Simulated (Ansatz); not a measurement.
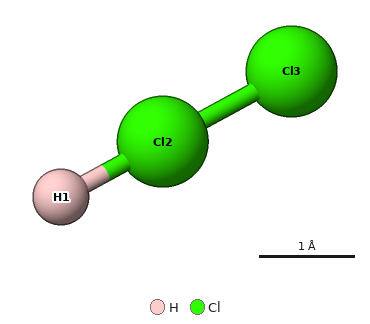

Fig. 1: The structure (ball-and-stick view, seen at an oblique angle; atoms are numbered from 1 in the order of the input).

# HCl2: a changed input and its effect

System: HCl2, charge −1.
Method of run A: RHF-CCSD(T), frozen core/def2-TZVPD (Ansatz 0.2.0).

Text and figures count atoms from 1; the logs count them from 0 in places.

Input, run A:
```yaml
crystal:
  periodic: [false, false, false]
  atoms:
    - { symbol: H, position_ang: [-1.29, 0.0, 0.0] }
    - { symbol: Cl, position_ang: [0.0, 0.0, 0.0] }
    - { symbol: Cl, position_ang: [1.632, 0.0, 0.0] }
total_charge: -1
basis:
  gaussian: { orbitals: def2-TZVPD }
hamiltonian:
  xc: hf
output:
  forces: true
correlation:
  method: ccsd_t
```

Launched with:
```bash
ansatz run input.yaml --threads 1 --pin off --max-ram 2560MiB --backend cpu --events-out ev --progress --plain --runs-dir out
```

Hardware: 1 thread of Arm Neoverse V1, 24 GiB of memory available, shared host.

Output (run A):
```
Engine: ansatz 0.2.0, aarch64-unknown-linux-gnu
Functional definition: HF
  exchange = exact_x
  correlation = 0
625 factors; integrals over basis functions are off by at most 1.0e-3 eV
mean field evaluation 1: about -25009.0378 eV, gradient 4.2e1 eV
mean field evaluation 2: about -25009.2577 eV, gradient 4.2e1 eV
mean field evaluation 4: about -25014.8906 eV, gradient 4.7e0 eV
mean field evaluation 8: about -25015.0768 eV, gradient 6.7e-1 eV
mean field evaluation 16: about -25015.0868 eV, gradient 1.7e-6 eV
mean field -25015.08676185 eV, -919.2874826632 hartree, gradient 1.7e-6 eV, S^2 0.000000; 0 other end points of the search recorded, 0 dependent functions left out
10 core orbitals not correlated: weight in the atoms' cores, before any rotation towards them, 1.000 or more for the frozen orbitals, at most 0.000 for the correlated occupied ones
reference -25015.08676185 eV, -919.2874826632 hartree; 8, 8 occupied and 83, 83 virtual orbitals, 625 factors
second order -12.01479714 eV of doubles, -0.00000000 eV of singles
cycle   1  -12.32562758 eV  change   -3.1e-1 eV  update   8.7e-2
cycle   2  -12.59724419 eV  change   -2.7e-1 eV  update   2.8e-2
cycle   3  -12.67821943 eV  change   -8.1e-2 eV  update   1.9e-2
cycle   4  -12.67818830 eV  change    3.1e-5 eV  update   8.1e-3
cycle   5  -12.66925815 eV  change    8.9e-3 eV  update   5.2e-3
cycle   6  -12.66987912 eV  change   -6.2e-4 eV  update   2.0e-3
cycle   7  -12.67061490 eV  change   -7.4e-4 eV  update   7.4e-4
cycle   8  -12.67062462 eV  change   -9.7e-6 eV  update   2.8e-4
cycle   9  -12.67072788 eV  change   -1.0e-4 eV  update   1.4e-4
cycle  10  -12.67069897 eV  change    2.9e-5 eV  update   6.8e-5
cycle  11  -12.67068541 eV  change    1.4e-5 eV  update   3.7e-5
cycle  12  -12.67071301 eV  change   -2.8e-5 eV  update   1.3e-5
cycle  13  -12.67071164 eV  change    1.4e-6 eV  update   5.3e-6
cycle  14  -12.67071495 eV  change   -3.3e-6 eV  update   1.7e-6
perturbative tasks: 0 of 1144
perturbative tasks: 58 of 1144
perturbative tasks: 116 of 1144
perturbative tasks: 174 of 1144
perturbative tasks: 232 of 1144
perturbative tasks: 290 of 1144
perturbative tasks: 348 of 1144
perturbative tasks: 406 of 1144
perturbative tasks: 464 of 1144
perturbative tasks: 522 of 1144
perturbative tasks: 580 of 1144
perturbative tasks: 638 of 1144
perturbative tasks: 696 of 1144
perturbative tasks: 754 of 1144
perturbative tasks: 812 of 1144
perturbative tasks: 870 of 1144
perturbative tasks: 928 of 1144
perturbative tasks: 986 of 1144
perturbative tasks: 1044 of 1144
perturbative tasks: 1102 of 1144
perturbative correction -0.60451924 eV, -0.0222156724 hartree
the calculation of the forces begins
Total energy: -25028.36199605 eV, -919.7753385217 hartree
Atom 0 at    -1.290000     0.000000     0.000000 Å, force    -6.440356    -0.000000    -0.000000 eV/Å
Atom 1 at     0.000000     0.000000     0.000000 Å, force   -21.363087    -0.000000     0.000000 eV/Å
Atom 2 at     1.632000     0.000000     0.000000 Å, force    27.803443     0.000000    -0.000000 eV/Å
Dipole moment:     0.497952     0.000000     0.000000 e Å
```

For run B the input was changed thus:
```diff
-    - { symbol: H, position_ang: [-1.29, 0.0, 0.0] }
+    - { symbol: H, position_ang: [-1.156, 0.0, 0.0] }
-    - { symbol: Cl, position_ang: [1.632, 0.0, 0.0] }
+    - { symbol: Cl, position_ang: [1.724, 0.0, 0.0] }
```

How does run B compare with run A?

With the same method and basis, run B lies 26.9 kcal/mol lower. The largest force goes from 27.803 to 22.273 eV/Å.

Output (run B):
```
Engine: ansatz 0.2.0, aarch64-unknown-linux-gnu
Functional definition: HF
  exchange = exact_x
  correlation = 0
625 factors; integrals over basis functions are off by at most 1.0e-3 eV
mean field evaluation 1: about -25010.8959 eV, gradient 3.8e1 eV
mean field evaluation 2: about -25011.0932 eV, gradient 3.8e1 eV
mean field evaluation 4: about -25016.0595 eV, gradient 5.1e0 eV
mean field evaluation 8: about -25016.2715 eV, gradient 7.1e-1 eV
mean field evaluation 16: about -25016.2828 eV, gradient 1.9e-6 eV
mean field evaluation 32: about -25001.4699 eV, gradient 5.0e1 eV
mean field -25016.28278408 eV, -919.3314356693 hartree, gradient 1.9e-6 eV, S^2 0.000000; 1 other end points of the search recorded, 0 dependent functions left out
10 core orbitals not correlated: weight in the atoms' cores, before any rotation towards them, 1.000 or more for the frozen orbitals, at most 0.000 for the correlated occupied ones
reference -25016.28278408 eV, -919.3314356693 hartree; 8, 8 occupied and 83, 83 virtual orbitals, 625 factors
second order -12.00142681 eV of doubles, -0.00000000 eV of singles
cycle   1  -12.32637118 eV  change   -3.2e-1 eV  update   8.1e-2
cycle   2  -12.58333853 eV  change   -2.6e-1 eV  update   2.5e-2
cycle   3  -12.65784951 eV  change   -7.5e-2 eV  update   1.7e-2
cycle   4  -12.65553101 eV  change    2.3e-3 eV  update   6.8e-3
cycle   5  -12.64899656 eV  change    6.5e-3 eV  update   4.4e-3
cycle   6  -12.64968484 eV  change   -6.9e-4 eV  update   1.7e-3
cycle   7  -12.65026576 eV  change   -5.8e-4 eV  update   6.9e-4
cycle   8  -12.65027801 eV  change   -1.2e-5 eV  update   3.0e-4
cycle   9  -12.65038828 eV  change   -1.1e-4 eV  update   1.3e-4
cycle  10  -12.65036086 eV  change    2.7e-5 eV  update   6.8e-5
cycle  11  -12.65033965 eV  change    2.1e-5 eV  update   2.8e-5
cycle  12  -12.65035755 eV  change   -1.8e-5 eV  update   1.1e-5
cycle  13  -12.65035791 eV  change   -3.6e-7 eV  update   3.3e-6
perturbative tasks: 0 of 1144
perturbative tasks: 58 of 1144
perturbative tasks: 116 of 1144
perturbative tasks: 174 of 1144
perturbative tasks: 232 of 1144
perturbative tasks: 290 of 1144
perturbative tasks: 348 of 1144
perturbative tasks: 406 of 1144
perturbative tasks: 464 of 1144
perturbative tasks: 522 of 1144
perturbative tasks: 580 of 1144
perturbative tasks: 638 of 1144
perturbative tasks: 696 of 1144
perturbative tasks: 754 of 1144
perturbative tasks: 812 of 1144
perturbative tasks: 870 of 1144
perturbative tasks: 928 of 1144
perturbative tasks: 986 of 1144
perturbative tasks: 1044 of 1144
perturbative tasks: 1102 of 1144
perturbative correction -0.59596849 eV, -0.0219014379 hartree
the calculation of the forces begins
Total energy: -25029.52911048 eV, -919.8182291859 hartree
Atom 0 at    -1.156000     0.000000     0.000000 Å, force   -10.877289     0.000000    -0.000000 eV/Å
Atom 1 at     0.000000     0.000000     0.000000 Å, force   -11.395698    -0.000000    -0.000000 eV/Å
Atom 2 at     1.724000     0.000000     0.000000 Å, force    22.272987     0.000000     0.000000 eV/Å
Dipole moment:     0.017728    -0.000000    -0.000000 e Å
```

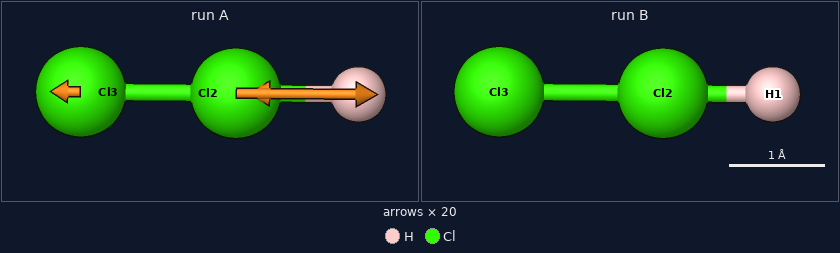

Fig. 2: The two input geometries at one scale (ball-and-stick view, seen at a tilt). The orange arrows on the first give the shifts of the atoms after the best rigid fit, magnified 20 times. The atom that moves furthest after the best rigid fit is Cl2 (0.075 Å). By element the largest moves are Cl 0.075 Å, H 0.059 Å. Among the contacts that change: H1–Cl2 1.290 → 1.156 Å, Cl2–Cl3 1.632 → 1.724 Å.

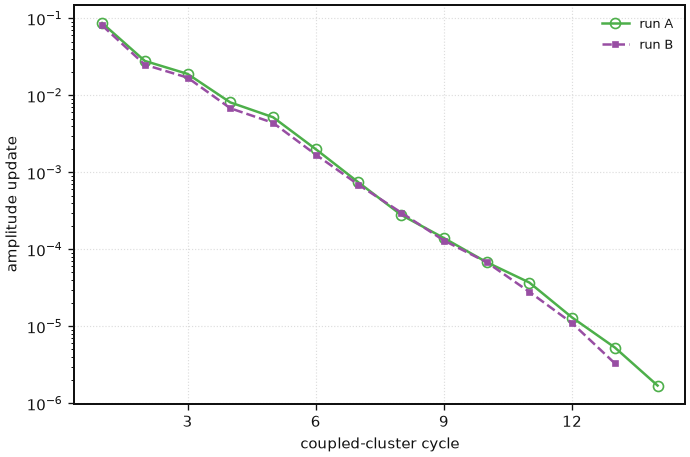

Fig. 3: Convergence of the two runs: amplitude update against the coupled-cluster cycle. Run A takes 14 cycles in all, and run B takes 13.

The two runs side by side:

| quantity | run A | run B |
| --- | --- | --- |
| outcome | converged | converged |
| total energy (hartree) | −919.775339 | −919.818229 |
| largest force (eV/Å) | 27.803 | 22.273 |
| basis functions | 91 | 91 |
| wall time (shared host) | 23 s | 22 s |
